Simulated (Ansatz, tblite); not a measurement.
# The cluster CoSi6: one state, many levels

Aim: run the doublet of the cluster CoSi6 at one geometry on many levels, and compare frontier levels, spin and run time.

Method: as each input shows; program: Ansatz 0.2.0, Gaussian basis.

Levels to be run: GFN1-xTB, GFN2-xTB, PBE-D4/def2-TZVP, r2SCAN-D4/def2-TZVP, revPBE-D4/def2-TZVP, PBE-D4/def2-SVP, PBE0-D4/def2-SVP, HF/STO-3G, HF/6-31G, B3LYP-D4/6-31G, PBE0-D4/def2-TZVPD, PBE-D4/def2-TZVPD, r2SCAN-D4/def2-TZVPD, CCSD(T)/def2-SVP, MP2/def2-TZVP, RPA/def2-TZVP.

6 further runs of the same task are left out: 5 that didn't finish, 1 set aside as unsound or not needed. Runs told in other sessions of the task aren't counted.

## Step 1: The structure

The geometry is that of the doublet, from an earlier relaxation (r2SCAN-D4/def2-SVP). At that level it is the lowest of the isomers that a small search found.

7 atoms, charge 0, spin multiplicity 2.

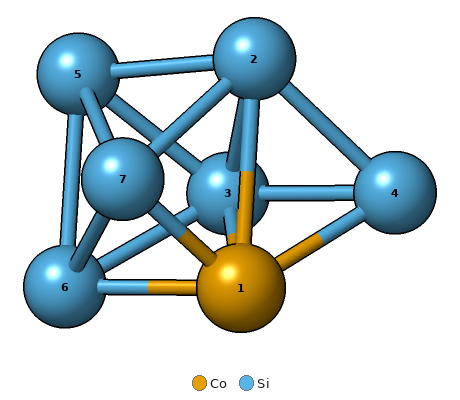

The geometry (cobalt amber, silicon blue); atoms are numbered from 1 in the order of the file.

No spin-orbit coupling is included.

PBE0-D4/def2-TZVP was run before; its log isn't repeated, and its numbers join the tables.

## Step 2: GFN1-xTB

Tight binding, by tblite at 300 K electronic temperature and without a spin-polarisation term:

```python
tblite.interface.Calculator('GFN1-xTB', numbers, positions, charge=0, uhf=1).singlepoint()
```

Energy -385.5612 eV; 0.017 s.

## Step 3: GFN2-xTB

Tight binding, by tblite at 300 K electronic temperature and without a spin-polarisation term:

```python
tblite.interface.Calculator('GFN2-xTB', numbers, positions, charge=0, uhf=1).singlepoint()
```

Energy -373.0574 eV; 0.021 s.

## Step 4: PBE-D4/def2-TZVP

start.molden holds the orbitals of an earlier run on this state, given as this run's starting guess.

Input file in.yaml:

```yaml
crystal:
  periodic: [false, false, false]
  atoms:
    - {symbol: Co, position_ang: [1.235540, 0.219109, 0.867929]}
    - {symbol: Si, position_ang: [-1.396385, 0.936539, 0.296331]}
    - {symbol: Si, position_ang: [0.426706, 0.414333, -1.252590]}
    - {symbol: Si, position_ang: [0.579332, 2.317153, 0.176563]}
    - {symbol: Si, position_ang: [-1.411863, -1.115841, -1.021962]}
    - {symbol: Si, position_ang: [1.021530, -1.793048, -0.473942]}
    - {symbol: Si, position_ang: [-0.454860, -0.978255, 1.407673]}
basis:
  gaussian: {orbitals: def2-TZVP, initial_orbitals: start.molden}
magnetization: {spin_polarized: true, initial_magnetization: 1}
hamiltonian: {xc: pbe, dispersion: d4}
scf: {omitted_lower_state_checks: [starts]}
output: {orbitals: {seedname: orbitals}}
```

Command:

```console
ansatz run in.yaml --threads 4 --pin off --events-out ev --progress --plain --max-ram 4787MiB
```

What it wrote:

```text
Functional definition: PBE
  name "PBE"
  cite "Perdew, Burke & Ernzerhof, Phys. Rev. Lett. 77, 3865 (1996) doi:10.1103/PhysRevLett.77.3865"
  parent pbe
  parameter kappa = 0.804
  parameter beta = 0.06672455060314922
  exchange = pbe_x(kappa = kappa, mu = beta*pi^2/3)
  correlation = pbe_c(beta = beta)
these checks for a lower state are left out or cut short: starts
1966 factors; their error is unknown
mean field evaluation 1: about -84864.3898 eV, gradient 1.2e1 eV
mean field evaluation 2: about -84864.8436 eV, gradient 9.4e-1 eV
mean field evaluation 4: about -84864.9403 eV, gradient 7.5e-2 eV
mean field evaluation 8: about -84864.8988 eV, gradient 1.3e-5 eV
mean field -84864.89877952 eV, -3118.7275066529 hartree, gradient 1.3e-5 eV, S^2 0.810479; 0 other end points of the search recorded, 0 dependent functions left out
reference -84864.89881826 eV, -3118.7275080767 hartree; 56, 55 occupied and 211, 212 virtual orbitals, 1966 factors
Total energy: -84865.52075160 eV, -3118.7503637051 hartree
Checks for a lower state left out: starts
```

Run time: 12 s. Hardware: 4 threads of Arm Neoverse V1, shared host; peak memory 0.64 GiB.

HOMO -4.95 eV, LUMO -4.09 eV (over both spins); ⟨S²⟩ 0.810 (pure: 0.75).

## Step 5: r2SCAN-D4/def2-TZVP

Edit in.yaml of step 4 so:

```diff
@@ -13,3 +13,3 @@
 magnetization: {spin_polarized: true, initial_magnetization: 1}
-hamiltonian: {xc: pbe, dispersion: d4}
+hamiltonian: {xc: r2scan, dispersion: d4}
 scf: {omitted_lower_state_checks: [starts]}
```

Launched as before.

What it wrote:

```text
Functional definition: r2SCAN
  name "r2SCAN"
  cite "Furness, Kaplan, Ning, Perdew & Sun, J. Phys. Chem. Lett. 11, 8208 (2020) doi:10.1021/acs.jpclett.0c02405"
  cite "Furness, Kaplan, Ning, Perdew & Sun, J. Phys. Chem. Lett. 11, 9248 (2020) doi:10.1021/acs.jpclett.0c03077"
  parent r2scan
  parameter k0 = 0.174
  parameter k1 = 0.065
  parameter a1 = 4.9479
  exchange = r2scan_x(k0 = k0, k1 = k1, a1 = a1)
  correlation = r2scan_c
these checks for a lower state are left out or cut short: starts
1966 factors; their error is unknown
mean field evaluation 1: about -84889.1715 eV, gradient 7.9e0 eV
mean field evaluation 2: about -84889.3567 eV, gradient 4.6e-1 eV
mean field evaluation 4: about -84889.3281 eV, gradient 1.4e-1 eV
mean field evaluation 8: about -84889.3286 eV, gradient 1.1e-4 eV
mean field evaluation 16: about -84889.3286 eV, gradient 1.9e-5 eV
mean field -84889.32864628 eV, -3119.6252876973 hartree, gradient 4.0e-6 eV, S^2 0.992188; 0 other end points of the search recorded, 0 dependent functions left out
reference -84889.32866246 eV, -3119.6252882917 hartree; 56, 55 occupied and 211, 212 virtual orbitals, 1966 factors
Total energy: -84889.44658755 eV, -3119.6296219590 hartree
Checks for a lower state left out: starts
```

It took 41 s on 4 threads of Arm Neoverse V1, shared host; peak memory 0.77 GiB.

From the report: HOMO -5.19 eV, LUMO -4.10 eV (over both spins); ⟨S²⟩ 0.992 (pure: 0.75). Doubts: spin contamination.

## Step 6: revPBE-D4/def2-TZVP

Edit in.yaml of step 5 so:

```diff
@@ -13,3 +13,3 @@
 magnetization: {spin_polarized: true, initial_magnetization: 1}
-hamiltonian: {xc: r2scan, dispersion: d4}
+hamiltonian: {xc: {name: revPBE}, dispersion: d4}
 scf: {omitted_lower_state_checks: [starts]}
```

Same command.

What it wrote:

```text
Functional definition: revPBE
  name "revPBE"
  cite "Zhang & Yang, Phys. Rev. Lett. 80, 890 (1998) doi:10.1103/PhysRevLett.80.890"
  cite "Perdew, Burke & Ernzerhof, Phys. Rev. Lett. 77, 3865 (1996) doi:10.1103/PhysRevLett.77.3865"
  parameter kappa = 1.245
  parameter beta = 0.06672455060314922
  exchange = pbe_x(kappa = kappa, mu = beta*pi^2/3)
  correlation = pbe_c(beta = beta)
these checks for a lower state are left out or cut short: starts
1966 factors; their error is unknown
mean field evaluation 1: about -84881.9949 eV, gradient 9.7e0 eV
mean field evaluation 2: about -84882.3863 eV, gradient 8.3e-1 eV
mean field evaluation 4: about -84882.4649 eV, gradient 6.8e-2 eV
mean field evaluation 8: about -84882.4232 eV, gradient 1.7e-5 eV
mean field -84882.42318421 eV, -3119.3715166466 hartree, gradient 1.7e-5 eV, S^2 0.819281; 0 other end points of the search recorded, 0 dependent functions left out
reference -84882.42323257 eV, -3119.3715184241 hartree; 56, 55 occupied and 211, 212 virtual orbitals, 1966 factors
Total energy: -84883.72152542 eV, -3119.4192298062 hartree
Checks for a lower state left out: starts
```

Wall time 12 s (4 threads of Arm Neoverse V1, shared host); peak memory 0.65 GiB.

From the report: HOMO -4.91 eV, LUMO -4.03 eV (over both spins); ⟨S²⟩ 0.819 (pure: 0.75).

## Step 7: PBE-D4/def2-SVP

Edit in.yaml of step 6 so:

```diff
@@ -11,5 +11,5 @@
 basis:
-  gaussian: {orbitals: def2-TZVP, initial_orbitals: start.molden}
+  gaussian: {orbitals: def2-SVP, initial_orbitals: start.molden}
 magnetization: {spin_polarized: true, initial_magnetization: 1}
-hamiltonian: {xc: {name: revPBE}, dispersion: d4}
+hamiltonian: {xc: pbe, dispersion: d4}
 scf: {omitted_lower_state_checks: [starts]}
```

Same command.

What it wrote:

```text
Functional definition: PBE
  name "PBE"
  cite "Perdew, Burke & Ernzerhof, Phys. Rev. Lett. 77, 3865 (1996) doi:10.1103/PhysRevLett.77.3865"
  parent pbe
  parameter kappa = 0.804
  parameter beta = 0.06672455060314922
  exchange = pbe_x(kappa = kappa, mu = beta*pi^2/3)
  correlation = pbe_c(beta = beta)
these checks for a lower state are left out or cut short: starts
1562 factors; their error is unknown
mean field evaluation 1: about -84842.3730 eV, gradient 8.1e0 eV
mean field evaluation 2: about -84842.8987 eV, gradient 1.0e0 eV
mean field evaluation 4: about -84842.9568 eV, gradient 4.9e-2 eV
mean field evaluation 8: about -84842.7809 eV, gradient 1.5e-5 eV
mean field -84842.78091392 eV, -3117.9146900840 hartree, gradient 1.5e-5 eV, S^2 0.836876; 0 other end points of the search recorded, 0 dependent functions left out
reference -84842.78095494 eV, -3117.9146915914 hartree; 56, 55 occupied and 83, 84 virtual orbitals, 1562 factors
Total energy: -84843.40288827 eV, -3117.9375472199 hartree
Checks for a lower state left out: starts
```

Wall time 5.5 s (4 threads of Arm Neoverse V1, shared host).

From the report: HOMO -4.90 eV, LUMO -4.12 eV (over both spins); ⟨S²⟩ 0.837 (pure: 0.75).

## Step 8: PBE0-D4/def2-SVP

Edit in.yaml of step 7 so:

```diff
@@ -13,3 +13,3 @@
 magnetization: {spin_polarized: true, initial_magnetization: 1}
-hamiltonian: {xc: pbe, dispersion: d4}
+hamiltonian: {xc: pbe0, dispersion: d4}
 scf: {omitted_lower_state_checks: [starts]}
```

Same command.

What it wrote:

```text
Functional definition: PBE0
  name "PBE0"
  cite "Adamo & Barone, J. Chem. Phys. 110, 6158 (1999) doi:10.1063/1.478522"
  cite "Perdew, Burke & Ernzerhof, Phys. Rev. Lett. 77, 3865 (1996) doi:10.1103/PhysRevLett.77.3865"
  parent pbe
  parameter a = 0.25
  parameter kappa = 0.804
  parameter beta = 0.06672455060314922
  exchange = (1 - a)*pbe_x(kappa = kappa, mu = beta*pi^2/3) + a*exact_x
  correlation = pbe_c(beta = beta)
these checks for a lower state are left out or cut short: starts
1328 factors; integrals over basis functions are off by at most 7.7e-4 eV
mean field evaluation 1: about -84844.9869 eV, gradient 6.1e0 eV
mean field evaluation 2: about -84845.1984 eV, gradient 3.3e-1 eV
mean field evaluation 4: about -84845.2369 eV, gradient 7.0e-2 eV
mean field evaluation 8: about -84845.2372 eV, gradient 2.8e-3 eV
mean field evaluation 16: about -84845.2372 eV, gradient 4.4e-6 eV
mean field -84845.23717961 eV, -3118.0049561833 hartree, gradient 3.1e-6 eV, S^2 1.368196; 0 other end points of the search recorded, 0 dependent functions left out
reference -84845.23721034 eV, -3118.0049573128 hartree; 56, 55 occupied and 83, 84 virtual orbitals, 1328 factors
Total energy: -84845.76901795 eV, -3118.0245008820 hartree
Checks for a lower state left out: starts
```

Wall time 24 s (4 threads of Arm Neoverse V1, shared host); peak memory 0.72 GiB.

HOMO -5.94 eV, LUMO -3.56 eV (over both spins); ⟨S²⟩ 1.368 (pure: 0.75). Doubts: spin contamination.

## Step 9: HF/STO-3G

Edit in.yaml of step 8 so:

```diff
@@ -11,5 +11,5 @@
 basis:
-  gaussian: {orbitals: def2-SVP, initial_orbitals: start.molden}
+  gaussian: {orbitals: STO-3G}
 magnetization: {spin_polarized: true, initial_magnetization: 1}
-hamiltonian: {xc: pbe0, dispersion: d4}
+hamiltonian: {xc: hf}
 scf: {omitted_lower_state_checks: [starts]}
```

The command is unchanged.

What it wrote:

```text
Functional definition: HF
  name "HF"
  cite "Fock, Z. Phys. 61, 126 (1930) doi:10.1007/BF01340294"
  parent pbe
  exchange = exact_x
  correlation = 0
these checks for a lower state are left out or cut short: starts
761 factors; integrals over basis functions are off by at most 1.1e-4 eV
mean field evaluation 1: about -83441.9698 eV, gradient 1.7e2 eV
mean field evaluation 2: about -83442.1000 eV, gradient 1.7e2 eV
mean field evaluation 4: about -83217.1721 eV, gradient 1.8e2 eV
mean field evaluation 8: about -83773.6470 eV, gradient 2.7e1 eV
mean field evaluation 16: about -83805.3837 eV, gradient 5.2e-1 eV
mean field evaluation 32: about -83805.4671 eV, gradient 1.6e-2 eV
mean field -83805.46711053 eV, -3079.7941109262 hartree, gradient 8.8e-6 eV, S^2 3.074996; 0 other end points of the search recorded, 0 dependent functions left out
reference -83805.46711053 eV, -3079.7941109262 hartree; 56, 55 occupied and 16, 17 virtual orbitals, 761 factors
Total energy: -83805.46711053 eV, -3079.7941109262 hartree
Checks for a lower state left out: starts
```

Run time: 6.5 s. Hardware: 4 threads of Arm Neoverse V1, shared host.

From the report: HOMO -3.55 eV, LUMO 3.63 eV (over both spins); ⟨S²⟩ 3.075 (pure: 0.75). Doubts: spin contamination.

## Step 10: HF/6-31G

Edit in.yaml of step 9 so:

```diff
@@ -11,3 +11,3 @@
 basis:
-  gaussian: {orbitals: STO-3G}
+  gaussian: {orbitals: 6-31G}
 magnetization: {spin_polarized: true, initial_magnetization: 1}
```

Same command.

What it wrote:

```text
Functional definition: HF
  name "HF"
  cite "Fock, Z. Phys. 61, 126 (1930) doi:10.1007/BF01340294"
  parent pbe
  exchange = exact_x
  correlation = 0
these checks for a lower state are left out or cut short: starts
1114 factors; integrals over basis functions are off by at most 8.1e-5 eV
mean field evaluation 1: about -84692.8090 eV, gradient 1.1e2 eV
mean field evaluation 2: about -84693.4298 eV, gradient 1.1e2 eV
mean field evaluation 4: about -84703.0873 eV, gradient 8.9e1 eV
mean field evaluation 8: about -84737.4012 eV, gradient 6.7e0 eV
mean field evaluation 16: about -84740.6513 eV, gradient 1.1e1 eV
mean field evaluation 32: about -84743.9737 eV, gradient 2.4e-2 eV
mean field -84743.97378209 eV, -3114.2835949632 hartree, gradient 3.8e-6 eV, S^2 2.838665; 0 other end points of the search recorded, 0 dependent functions left out
reference -84743.97378209 eV, -3114.2835949632 hartree; 56, 55 occupied and 51, 52 virtual orbitals, 1114 factors
Total energy: -84743.97378209 eV, -3114.2835949632 hartree
Checks for a lower state left out: starts
```

Wall time 9.5 s (4 threads of Arm Neoverse V1, shared host); peak memory 0.71 GiB.

From the report: HOMO -7.47 eV, LUMO -0.90 eV (over both spins); ⟨S²⟩ 2.839 (pure: 0.75). Doubts: spin contamination.

## Step 11: B3LYP-D4/6-31G

Edit in.yaml of step 10 so:

```diff
@@ -13,3 +13,3 @@
 magnetization: {spin_polarized: true, initial_magnetization: 1}
-hamiltonian: {xc: hf}
+hamiltonian: {xc: {name: B3LYP}, dispersion: d4}
 scf: {omitted_lower_state_checks: [starts]}
```

Launched as before.

What it wrote:

```text
Functional definition: B3LYP
  name "B3LYP"
  cite "Stephens, Devlin, Chabalowski & Frisch, J. Phys. Chem. 98, 11623 (1994) doi:10.1021/j100096a001"
  cite "Becke, Phys. Rev. A 38, 3098 (1988) doi:10.1103/PhysRevA.38.3098"
  cite "Lee, Yang & Parr, Phys. Rev. B 37, 785 (1988) doi:10.1103/PhysRevB.37.785"
  cite "Vosko, Wilk & Nusair, Can. J. Phys. 58, 1200 (1980) doi:10.1139/p80-159"
  parameter a0 = 0.2
  parameter ax = 0.72
  parameter ac = 0.81
  exchange = (1 - a0 - ax)*slater_x + ax*b88_x + a0*exact_x
  correlation = (1 - ac)*vwn_rpa_c + ac*lyp_c
these checks for a lower state are left out or cut short: starts
1114 factors; integrals over basis functions are off by at most 8.1e-5 eV
mean field evaluation 1: about -84838.5100 eV, gradient 1.2e2 eV
mean field evaluation 2: about -84118.1103 eV, gradient 3.1e2 eV
mean field evaluation 4: about -84657.5890 eV, gradient 2.5e2 eV
mean field evaluation 8: about -84875.2146 eV, gradient 4.5e1 eV
mean field evaluation 16: about -84881.1282 eV, gradient 2.2e-1 eV
mean field -84881.13712278 eV, -3119.3242547610 hartree, gradient 3.6e-6 eV, S^2 1.372433; 0 other end points of the search recorded, 0 dependent functions left out
reference -84881.13736209 eV, -3119.3242635555 hartree; 56, 55 occupied and 51, 52 virtual orbitals, 1114 factors
Total energy: -84882.18527479 eV, -3119.3627736369 hartree
Checks for a lower state left out: starts
```

It took 15 s on 4 threads of Arm Neoverse V1, shared host.

From the report: HOMO -5.86 eV, LUMO -3.78 eV (over both spins); ⟨S²⟩ 1.372 (pure: 0.75). Doubts: spin contamination.

## Step 12: PBE0-D4/def2-TZVPD

Edit in.yaml of step 11 so:

```diff
@@ -11,5 +11,5 @@
 basis:
-  gaussian: {orbitals: 6-31G}
+  gaussian: {orbitals: def2-TZVPD, initial_orbitals: start.molden}
 magnetization: {spin_polarized: true, initial_magnetization: 1}
-hamiltonian: {xc: {name: B3LYP}, dispersion: d4}
+hamiltonian: {xc: pbe0, dispersion: d4}
 scf: {omitted_lower_state_checks: [starts]}
```

Same command.

What it wrote:

```text
Functional definition: PBE0
  name "PBE0"
  cite "Adamo & Barone, J. Chem. Phys. 110, 6158 (1999) doi:10.1063/1.478522"
  cite "Perdew, Burke & Ernzerhof, Phys. Rev. Lett. 77, 3865 (1996) doi:10.1103/PhysRevLett.77.3865"
  parent pbe
  parameter a = 0.25
  parameter kappa = 0.804
  parameter beta = 0.06672455060314922
  exchange = (1 - a)*pbe_x(kappa = kappa, mu = beta*pi^2/3) + a*exact_x
  correlation = pbe_c(beta = beta)
these checks for a lower state are left out or cut short: starts
2341 factors; their error is unknown
the host lacks memory for fits, so the integrals are decomposed
2011 factors; integrals over basis functions are off by at most 8.7e-4 eV
mean field evaluation 1: about -84866.6347 eV, gradient 5.3e0 eV
mean field evaluation 2: about -84866.6674 eV, gradient 7.0e-2 eV
mean field evaluation 4: about -84867.0576 eV, gradient 3.8e-3 eV
mean field evaluation 8: about -84867.0576 eV, gradient 7.3e-5 eV
mean field -84867.05756787 eV, -3118.8068406614 hartree, gradient 7.8e-6 eV, S^2 1.214150; 0 other end points of the search recorded, 0 dependent functions left out
reference -84867.05760255 eV, -3118.8068419358 hartree; 56, 55 occupied and 250, 251 virtual orbitals, 2011 factors
Total energy: -84867.58941016 eV, -3118.8263855051 hartree
Checks for a lower state left out: starts
```

Wall time 62 s (4 threads of Arm Neoverse V1, shared host); peak memory 1.9 GiB.

HOMO -5.83 eV, LUMO -3.50 eV (over both spins); ⟨S²⟩ 1.214 (pure: 0.75). Doubts: spin contamination.

## Step 13: PBE-D4/def2-TZVPD

Edit in.yaml of step 12 so:

```diff
@@ -13,3 +13,3 @@
 magnetization: {spin_polarized: true, initial_magnetization: 1}
-hamiltonian: {xc: pbe0, dispersion: d4}
+hamiltonian: {xc: pbe, dispersion: d4}
 scf: {omitted_lower_state_checks: [starts]}
```

Launched as before.

What it wrote:

```text
Functional definition: PBE
  name "PBE"
  cite "Perdew, Burke & Ernzerhof, Phys. Rev. Lett. 77, 3865 (1996) doi:10.1103/PhysRevLett.77.3865"
  parent pbe
  parameter kappa = 0.804
  parameter beta = 0.06672455060314922
  exchange = pbe_x(kappa = kappa, mu = beta*pi^2/3)
  correlation = pbe_c(beta = beta)
these checks for a lower state are left out or cut short: starts
2113 factors; their error is unknown
mean field evaluation 1: about -84864.3744 eV, gradient 1.3e1 eV
mean field evaluation 2: about -84864.8517 eV, gradient 9.8e-1 eV
mean field evaluation 4: about -84864.9581 eV, gradient 8.5e-2 eV
mean field evaluation 8: about -84864.9319 eV, gradient 1.7e-5 eV
mean field -84864.93190446 eV, -3118.7287239720 hartree, gradient 1.7e-5 eV, S^2 0.810476; 0 other end points of the search recorded, 0 dependent functions left out
reference -84864.93195069 eV, -3118.7287256711 hartree; 56, 55 occupied and 250, 251 virtual orbitals, 2113 factors
Total energy: -84865.55388403 eV, -3118.7515812995 hartree
Checks for a lower state left out: starts
```

Run time: 18 s. Hardware: 4 threads of Arm Neoverse V1, shared host; peak memory 0.87 GiB.

From the report: HOMO -4.97 eV, LUMO -4.11 eV (over both spins); ⟨S²⟩ 0.810 (pure: 0.75).

## Step 14: r2SCAN-D4/def2-TZVPD

Edit in.yaml of step 13 so:

```diff
@@ -13,3 +13,3 @@
 magnetization: {spin_polarized: true, initial_magnetization: 1}
-hamiltonian: {xc: pbe, dispersion: d4}
+hamiltonian: {xc: r2scan, dispersion: d4}
 scf: {omitted_lower_state_checks: [starts]}
```

Launched as before.

What it wrote:

```text
Functional definition: r2SCAN
  name "r2SCAN"
  cite "Furness, Kaplan, Ning, Perdew & Sun, J. Phys. Chem. Lett. 11, 8208 (2020) doi:10.1021/acs.jpclett.0c02405"
  cite "Furness, Kaplan, Ning, Perdew & Sun, J. Phys. Chem. Lett. 11, 9248 (2020) doi:10.1021/acs.jpclett.0c03077"
  parent r2scan
  parameter k0 = 0.174
  parameter k1 = 0.065
  parameter a1 = 4.9479
  exchange = r2scan_x(k0 = k0, k1 = k1, a1 = a1)
  correlation = r2scan_c
these checks for a lower state are left out or cut short: starts
2113 factors; their error is unknown
mean field evaluation 1: about -84889.1562 eV, gradient 9.6e0 eV
mean field evaluation 2: about -84889.3669 eV, gradient 4.9e-1 eV
mean field evaluation 4: about -84889.3572 eV, gradient 1.5e-1 eV
mean field evaluation 8: about -84889.3578 eV, gradient 1.2e-4 eV
mean field -84889.35781980 eV, -3119.6263598043 hartree, gradient 1.6e-5 eV, S^2 0.992647; 0 other end points of the search recorded, 0 dependent functions left out
reference -84889.35784413 eV, -3119.6263606984 hartree; 56, 55 occupied and 250, 251 virtual orbitals, 2113 factors
Total energy: -84889.47576922 eV, -3119.6306943657 hartree
Checks for a lower state left out: starts
```

Wall time 54 s (4 threads of Arm Neoverse V1, shared host); peak memory 1 GiB.

HOMO -5.19 eV, LUMO -4.10 eV (over both spins); ⟨S²⟩ 0.993 (pure: 0.75). Doubts: spin contamination.

(Part 1 of 2 ends here.)
